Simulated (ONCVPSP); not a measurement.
# Pseudopotential generation for Ta

- system: tantalum (Ta, Z = 73), core [Kr] 4d10 4f14, reference valence 5s2 5p6 5d3 6s1.5 6p0.5, valence charge 13.
- method: ONCV potential, LDA (Perdew-Wang 92), scalar-relativistic, made with ONCVPSP 4.0.1

### The input
```
# ATOM AND REFERENCE CONFIGURATION
# atsym  z   nc   nv     iexc    psfile
  Ta 73.00   10    5  -001012      upf
#
#   n    l    f
    1    0    2.00
    2    0    2.00
    2    1    6.00
    3    0    2.00
    3    1    6.00
    3    2   10.00
    4    0    2.00
    4    1    6.00
    4    2   10.00
    4    3   14.00
    5    0    2.00
    5    1    6.00
    5    2    3.00
    6    0    1.50
    6    1    0.50
#
# PSEUDOPOTENTIAL AND OPTIMIZATION
# lmax
    2
#
#   l,   rc,      ep,       ncon, nbas, qcut
    0    1.70    0.00    3    7    8.20
    1    1.80    0.00    4    7    5.90
    2    3.00    0.00    3    7    4.90
#
# LOCAL POTENTIAL
# lloc, lpopt,  rc(5),   dvloc0
    4    5    1.20    1.00
#
# VANDERBILT-KLEINMAN-BYLANDER PROJECTORs
# l, nproj, debl
    0    2    2.20
    1    2    2.00
    2    2    0.40
#
# MODEL CORE CHARGE
# icmod, fcfact, rcfact
    0    0.00    0.00
#
# LOG DERIVATIVE ANALYSIS
# epsh1, epsh2, depsh
   -4.00    5.00    0.02
#
# OUTPUT GRID
# rlmax, drl
    6.00    0.01
#
# TEST CONFIGURATIONS
# ncnf
    4
# nvcnf
#   n    l    f
    5
    5    0    2.00
    5    1    6.00
    5    2    3.00
    6    0    2.00
    6    1    0.00
#
    5
    5    0    2.00
    5    1    6.00
    5    2    3.00
    6    0    1.00
    6    1    0.00
#
    5
    5    0    2.00
    5    1    6.00
    5    2    3.00
    6    0    0.00
    6    1    0.00
#
    5
    5    0    2.00
    5    1    6.00
    5    2    3.00
    6    0    1.50
    6    1    0.00
#
```

Command:
```bash
oncvpsp.x < Ta.dat > Ta.out
```

### Output (extracts)
```
ONCVPSP  (Optimized Norm-Conservinng Vanderbilt PSeudopotential)
scalar-relativistic version 4.0.1

#   n    l    f        energy (Ha)
    1    0    2.00    -2.4737996E+03
    2    0    2.00    -4.2509098E+02
    2    1    6.00    -3.7266153E+02
    3    0    2.00    -9.7383800E+01
    3    1    6.00    -8.1792643E+01
    3    2   10.00    -6.3570796E+01
    4    0    2.00    -1.9853090E+01
    4    1    6.00    -1.4736392E+01
    4    2   10.00    -8.1873617E+00
    4    3   14.00    -9.4508794E-01
    5    0    2.00    -2.7187700E+00
    5    1    6.00    -1.4827671E+00
    5    2    3.00    -1.6402003E-01
    6    0    1.50    -2.2537606E-01
    6    1    0.50    -6.8996070E-02

Reference configufation results
  iterations    32
  all-electron total energy (Ha)   -1.55952672D+04

Begin loop to  construct optimized pseudo wave functions
and semi-local pseudopoentials for all angular momenta

Calculating optimized projector #   1

 for l=   0

    Fraction of norm inside rc  0.936292
    Optimizing pswf for qcut=   8.21 a_B^-1,  ecut=  33.68 Ha
    Residual kinetic energy error=  3.27D-07 Ha

    Energy error per electron        Cutoff
         Ha          eV             Ha
         0.01000     0.27211       17.14
         0.00100     0.02721       22.02
         0.00010     0.00272       25.90
         0.00001     0.00027       29.17

Calculating optimized projector #   2

 for l=   0

    Fraction of norm inside rc  0.056424
    Optimizing pswf for qcut=   8.21 a_B^-1,  ecut=  33.68 Ha
    Residual kinetic energy error=  9.89D-08 Ha

    Energy error per electron        Cutoff
         Ha          eV             Ha
         0.01000     0.27211       13.42
         0.00100     0.02721       19.63
         0.00010     0.00272       24.39
         0.00001     0.00027       28.23

Calculating optimized projector #   1

 for l=   1

    Fraction of norm inside rc  0.872210
    Optimizing pswf for qcut=   5.90 a_B^-1,  ecut=  17.42 Ha
    Residual kinetic energy error=  5.91D-05 Ha

    Energy error per electron        Cutoff
         Ha          eV             Ha
         0.01000     0.27211        8.03
         0.00100     0.02721       10.21
         0.00010     0.00272       14.98
         0.00001     0.00027       42.15

Calculating optimized projector #   2

 for l=   1

    Fraction of norm inside rc  0.025707
    Optimizing pswf for qcut=   5.90 a_B^-1,  ecut=  17.42 Ha
    Residual kinetic energy error=  2.19D-05 Ha

    Energy error per electron        Cutoff
         Ha          eV             Ha
         0.01000     0.27211        5.44
         0.00100     0.02721        8.01
         0.00010     0.00272       10.75
         0.00001     0.00027       20.85

   Wellstate for l =  2  n =  6
     eigenvalue =   0.2360
     asymptotic potential =   0.7360
     half-point radius =  6.9788

Calculating optimized projector #   1

 for l=   2

    Fraction of norm inside rc  0.814770
    Optimizing pswf for qcut=   4.90 a_B^-1,  ecut=  12.00 Ha
    Residual kinetic energy error=  1.17D-06 Ha

    Energy error per electron        Cutoff
         Ha          eV             Ha
         0.01000     0.27211        6.69
         0.00100     0.02721        8.46
         0.00010     0.00272        9.89
         0.00001     0.00027       11.16

Calculating optimized projector #   2

 for l=   2

    Fraction of norm inside rc  0.144586
    Optimizing pswf for qcut=   4.90 a_B^-1,  ecut=  12.00 Ha
    Residual kinetic energy error=  1.46D-06 Ha

    Energy error per electron        Cutoff
         Ha          eV             Ha
         0.01000     0.27211        6.27
         0.00100     0.02721        8.29
         0.00010     0.00272        9.89
         0.00001     0.00027       11.15

Construct Vanderbilt / Kleinmman-Bylander projectors

B matrix Hermiticity error, ll=   0
   1   2    3.1862E-04

  Orthonormal projector coefficients  1.2515E+01  1.3913E+00

B matrix Hermiticity error, ll=   1
   1   2    9.9979E-05

  Orthonormal projector coefficients  7.3276E+00  1.1447E+00

B matrix Hermiticity error, ll=   2
   1   2    2.5087E-05

  Orthonormal projector coefficients  5.6468E+00 -5.1602E-01

Pseudoatom total energy  -57.842723

Diagnostic tests using Vanderbilt-Kleinman-Bylander pseudopotentials
  1 or more projectors used as specified by nproj input data

   l    rcore       rmatch      e in        delta e   norm test  slope test

   0   1.7047202   1.7564792  -2.7187700   0.0000015   1.0001959   1.0001893
   0   1.7047202   1.7564792  -0.2253761   0.0000052   1.0000513   1.0000372

   1   1.8098097   1.8647594  -1.4827671  -0.0000020   1.0001424   1.0001502
   1   1.8098097   1.8647594  -0.0689961   0.0000021   1.0000488   1.0000428

   2   3.0092708   3.1006388  -0.1640200  -0.0000076   1.0000387   1.0000136
   2   3.0092708   3.1006388   0.2359800   0.0000018   1.0001211   1.0001211

 Testing for bound ghosts
   n   l    E NL Schr. Eq   E Basis Diag.   E Cutoff

   1   0       -2.718769       -2.718767     65.47
   2   0       -0.225371       -0.171347     65.47

   2   1       -1.482769       -1.482762     68.26
   3   1       -0.068994        0.049849     68.26

   3   2       -0.164028       -0.163870     28.56

 Testing for highly-localized positive-energy ghosts
       l    <radius>/rc     E Basis Diag.   E Cutoff

       0        0.403581        5.522268     65.47  WARNING - GHOST(+)

Test configuration 0

   n   l     f        eae           eps        diff
   1   0  2.0000-2473.79960978
   2   0  2.0000 -425.09097678
   2   1  6.0000 -372.66153250
   3   0  2.0000  -97.38380017
   3   1  6.0000  -81.79264261
   3   2 10.0000  -63.57079622
   4   0  2.0000  -19.85308979
   4   1  6.0000  -14.73639224
   4   2 10.0000   -8.18736168
   4   3 14.0000   -0.94508794
   5   0  2.0000   -2.71876997   -2.71876851    1.45D-06
   5   1  6.0000   -1.48276708   -1.48276904   -1.96D-06
   5   2  3.0000   -0.16402003   -0.16402759   -7.56D-06
   6   0  1.5000   -0.22537606   -0.22537083    5.23D-06
   6   1  0.5000   -0.06899607   -0.06899400    2.07D-06

    Total energies and differences
      AE_ref= -1.55952672D+04  AE_tst= -1.55952672D+04  dif=  0.00D+00
      PS_ref= -5.78427228D+01  PS_tst= -5.78427228D+01  dif= -2.84D-14
      PSP excitation error=  2.84D-14

Test configuration 1

   n   l     f        eae           eps        diff
   1   0  2.0000-2473.77031256
   2   0  2.0000 -425.06208905
   2   1  6.0000 -372.63264963
   3   0  2.0000  -97.35483788
   3   1  6.0000  -81.76368361
   3   2 10.0000  -63.54186609
   4   0  2.0000  -19.82407657
   4   1  6.0000  -14.70738333
   4   2 10.0000   -8.15837441
   4   3 14.0000   -0.91612882
   5   0  2.0000   -2.68982487   -2.68923808    5.87D-04
   5   1  6.0000   -1.45389064   -1.45345889    4.32D-04
   5   2  3.0000   -0.13900802   -0.13896821    3.98D-05
   6   0  2.0000   -0.20626629   -0.20627936   -1.31D-05

    Total energies and differences
      AE_ref= -1.55952672D+04  AE_tst= -1.55953442D+04  dif= -7.70D-02
      PS_ref= -5.78427228D+01  PS_tst= -5.79197404D+01  dif= -7.70D-02
      PSP excitation error=  1.95D-05

Test configuration 2

   n   l     f        eae           eps        diff
   1   0  2.0000-2474.04028140
   2   0  2.0000 -425.33030804
   2   1  6.0000 -372.90093880
   3   0  2.0000  -97.62313853
   3   1  6.0000  -82.03198611
   3   2 10.0000  -63.81005602
   4   0  2.0000  -20.09243828
   4   1  6.0000  -14.97572689
   4   2 10.0000   -8.42663470
   4   3 14.0000   -1.18428729
   5   0  2.0000   -2.95784342   -2.95933006   -1.49D-03
   5   1  6.0000   -1.72213146   -1.72324360   -1.11D-03
   5   2  3.0000   -0.39533187   -0.39567512   -3.43D-04
   6   0  1.0000   -0.43753262   -0.43746689    6.57D-05

    Total energies and differences
      AE_ref= -1.55952672D+04  AE_tst= -1.55950247D+04  dif=  2.42D-01
      PS_ref= -5.78427228D+01  PS_tst= -5.76001795D+01  dif=  2.43D-01
      PSP excitation error= -5.17D-05

Test configuration 3

   n   l     f        eae           eps        diff
   1   0  2.0000-2474.35260788
   2   0  2.0000 -425.64023169
   2   1  6.0000 -373.21097073
   3   0  2.0000  -97.93277729
   3   1  6.0000  -82.34163088
   3   2 10.0000  -64.11960479
   4   0  2.0000  -20.40215602
   4   1  6.0000  -15.28544159
   4   2 10.0000   -8.73625985
   4   3 14.0000   -1.49362762
   5   0  2.0000   -3.26645362   -3.27114457   -4.69D-03
   5   1  6.0000   -2.02985650   -2.03342446   -3.57D-03
   5   2  3.0000   -0.68465087   -0.68549976   -8.49D-04

    Total energies and differences
      AE_ref= -1.55952672D+04  AE_tst= -1.55944624D+04  dif=  8.05D-01
      PS_ref= -5.78427228D+01  PS_tst= -5.70377540D+01  dif=  8.05D-01
      PSP excitation error= -1.83D-04

Test configuration 4

   n   l     f        eae           eps        diff
   1   0  2.0000-2473.89926928
   2   0  2.0000 -425.19024323
   2   1  6.0000 -372.76083453
   3   0  2.0000  -97.48307717
   3   1  6.0000  -81.89192333
   3   2 10.0000  -63.67004716
   4   0  2.0000  -19.95234426
   4   1  6.0000  -14.83564006
   4   2 10.0000   -8.28659006
   4   3 14.0000   -1.04431537
   5   0  2.0000   -2.81801241   -2.81833435   -3.22D-04
   5   1  6.0000   -1.58231977   -1.58255683   -2.37D-04
   5   2  3.0000   -0.26231385   -0.26245041   -1.37D-04
   6   0  1.5000   -0.31845221   -0.31840787    4.43D-05

    Total energies and differences
      AE_ref= -1.55952672D+04  AE_tst= -1.55952134D+04  dif=  5.38D-02
      PS_ref= -5.78427228D+01  PS_tst= -5.77888933D+01  dif=  5.38D-02
      PSP excitation error= -1.86D-05
```

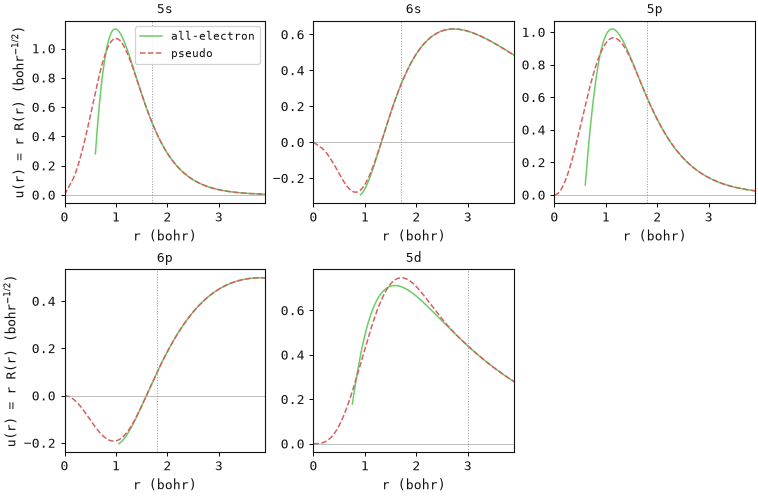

Pseudo-waves (dashed) against the all-electron radial functions (solid). Dotted lines mark the matching radii. The innermost oscillations of some all-electron curves aren't drawn. Pseudo-waves: 5s has no node; 6s has a node at about 1.3 bohr; 5p has no node; 6p has a node at about 1.6 bohr; 5d has no node. A node in 6s and 6p is expected, since a lower shell of the same l is also in the valence and the two must stay orthogonal.

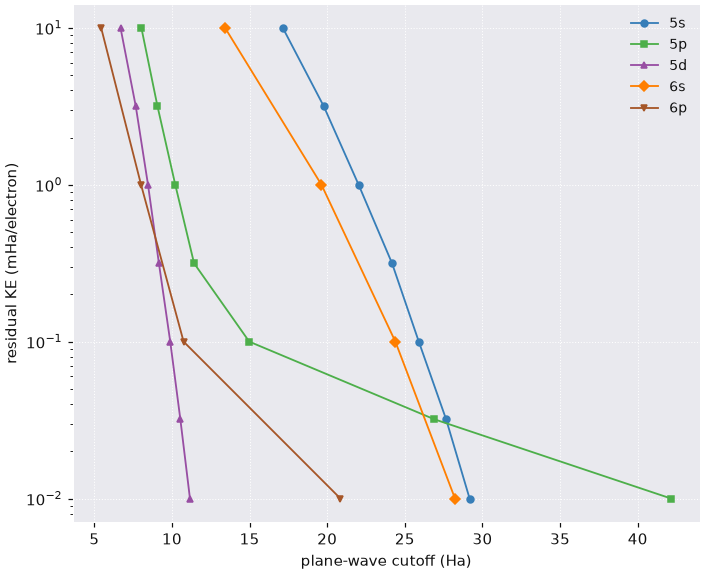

Residual kinetic energy of the pseudo-waves (the first of each channel, and further valence shells) beyond the plane-wave cutoff, as the generator prints it.

- Cutoffs for 1 mHa per electron: 5s: 22 Ha; 6s: 20 Ha; 5p: 10 Ha; 5d: 8.5 Ha; 6p: 8.0 Ha.
- Cutoffs for the occupied states: 22 Ha for 1 mHa and 26 Ha for 0.1 mHa per electron. The first is set by 5s.

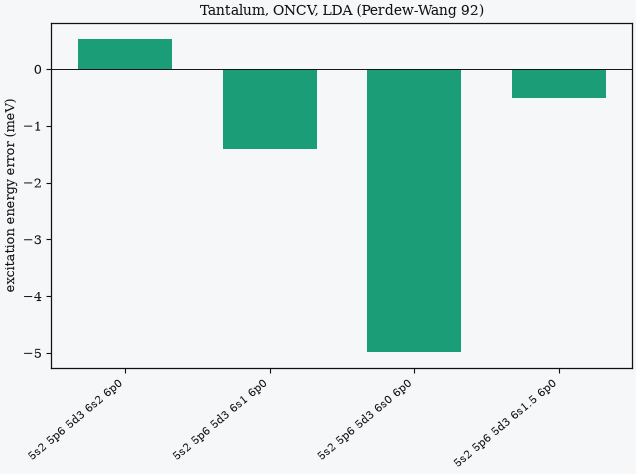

Errors, all-electron minus pseudo, of the energies of valence configurations relative to the unpolarised reference 5s2 5p6 5d3 6s1.5 6p0.5.

- Worst configuration: 5s2 5p6 5d3 6s0 6p0 (charge +2): the error is -5.0 meV on an all-electron energy of +21.90 eV relative to the reference, or 0.023 %.
- Configurations within 10 meV and within 50 meV: 4 and 4 of 4.
- Errors in meV: 5s2 5p6 5d3 6s2 6p0: +0.5; 5s2 5p6 5d3 6s1 6p0: -1.4; 5s2 5p6 5d3 6s0 6p0: -5.0; 5s2 5p6 5d3 6s1.5 6p0: -0.5.

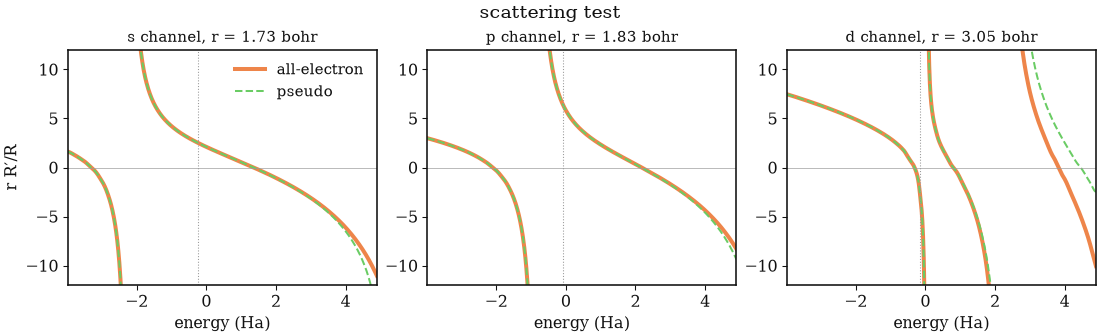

Logarithmic derivatives r R′/R at the test radius against energy, all-electron atom (solid) and pseudo-atom (dashed). Here R(r) is the radial function. The dotted line marks the reference energy of the channel. Not drawn: f: not judged.

- Zeros of the logarithmic derivative: s: all-electron -3.3 and 1.4 Ha, pseudo -3.3 and 1.4 Ha; p: all-electron -2.1 and 2.2 Ha, pseudo -2.1 and 2.2 Ha; d: all-electron -0.3, 0.8 and 3.8 Ha, pseudo -0.3, 0.8 and 4.5 Ha.
- Poles, where the radial function vanishes at the test radius: s: all-electron at -2.2 Ha, pseudo at -2.2 Ha; p: all-electron at -0.8 Ha, pseudo at -0.8 Ha; d: all-electron at 0.0 and 2.3 Ha, pseudo at 0.0 and 2.4 Ha.

### Key numbers

- outcome: generated
- cutoffs needed: 22 Ha and 26 Ha (the cutoffs at which the residual kinetic energy of the hardest occupied pseudo-wave falls to 1 and 0.1 mHa per electron)
- ghost test: no bound ghost flagged; GHOST(+) flagged for s at 150.3 eV
- largest excitation error: -5.0 meV (all-electron minus pseudo) for 5s2 5p6 5d3 6s0 6p0, out of 4 test configurations
- range over which the phases arctan(r R′/R) at the test radius agree within 0.05 rad (a looser test near the poles than one of phase shifts): s: over the whole range computed; p: over the whole range computed; d: up to about 3.0 Ha; f: not judged, local potential alone
- hardware: 1 CPU thread, shared host
- wall time: 4.8 s
